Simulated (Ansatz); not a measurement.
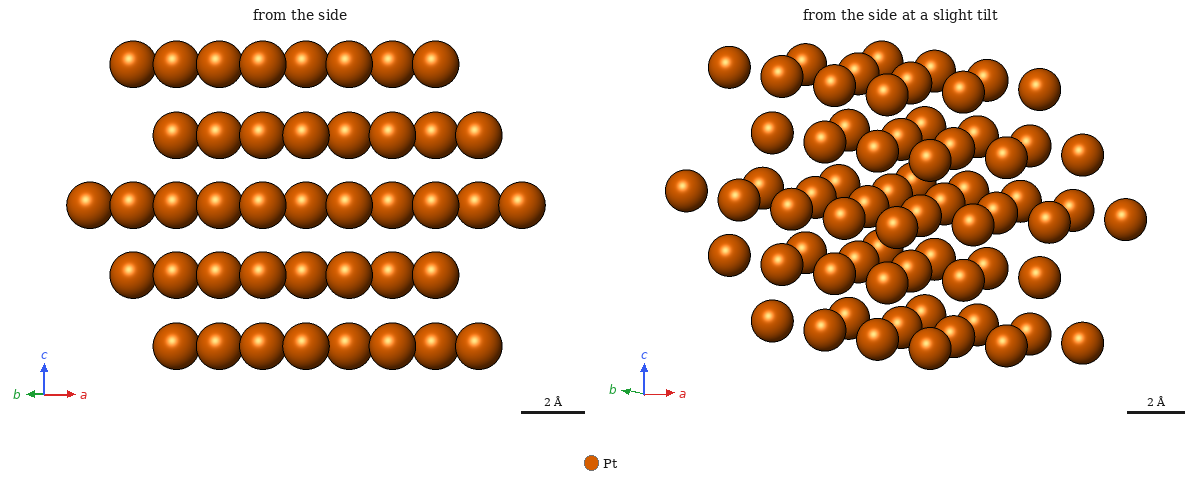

A spheres-only picture of a periodic slab, seen from the side and from the side at a slight tilt. The surface normal points up in side views; the vacuum is left out. 3×4 cells are drawn in the plane, with atoms at the edges repeated.

The cell holds 5 Pt. The slab was cut from bulk Pt (Fm-3m).

Question: What is the slab's thickness, atom centre to atom centre?

Answer: About 9 Å from the lowest to the highest atom.

Question: Go down through the slab and list the planes.

Answer: Five planes: Pt / Pt / Pt / Pt / Pt.

Question: Along which plane was the crystal cut?

Answer: (1 1 1).

Computational set-up: DFT LDA, scalar-relativistic, plane waves, PAW (Ansatz 0.2.0), plane waves to 420 eV, 15×15×1 k-points, Gaussian smearing of 0.1 eV, no spin polarisation.

Question: Estimate the work function for the two faces.

Answer: 6.05 eV on both faces.

The structure comes from a structure listed in the Materials Project, from which a slab was cut. The atoms were relaxed in a fixed cell with DFT LDA, scalar-relativistic, plane waves, PAW (Ansatz).
